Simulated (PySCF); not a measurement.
C3H7NO2Si

```xyz
14

N     2.2762   -0.4966   -0.4689
C     1.8681    0.5326    0.3037
O     2.5940    1.4674    0.5771
Si    0.0643    0.4405    0.9399
C    -1.4566    0.7190   -0.1850
C    -1.7401   -0.7525    0.1194
O    -0.5409   -1.1075    0.8154
H     3.2340   -0.5329   -0.7851
H     1.6954   -1.3085   -0.5850
H    -0.0533    1.0281    2.2710
H    -2.2244    1.3989    0.1655
H    -1.2758    0.9052   -1.2390
H    -1.8492   -1.3957   -0.7544
H    -2.5922   -0.8984    0.7835
```

Geometry: GFN2-xTB.

Method: PySCF, PBE0/def2-SVPD, SCF density, gas phase.

> What can the converged electron density and electron localisation function tell about the bonding?

C–O (1.21 Å): ρ at the midpoint is about 3.3 e/Å³; the ELF peaks at about 0.85 between the atoms (a short, multiple covalent bond).
C–N (1.35 Å): ρ is about 2.4 e/Å³ halfway; the ELF peaks at about 0.90 between the atoms; a covalent bond.
C–Si (1.91 Å): ρ is about 0.96 e/Å³ halfway; the ELF peaks at about 1 between the atoms; localised, covalent bonding.
N–H (1.00 Å): the density is about 2.9 e/Å³ at the midpoint; the ELF climbs to about 1 towards the hydrogen, as it does in any bond to H: a covalent bond by its length.

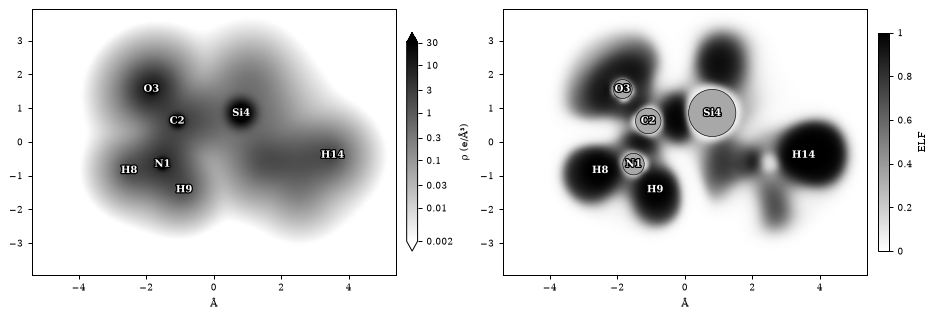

Computed electron density and electron localisation function on the plane of atoms C2, N1 and H8, in this order. Grey discs cover the atomic cores in the ELF map. 
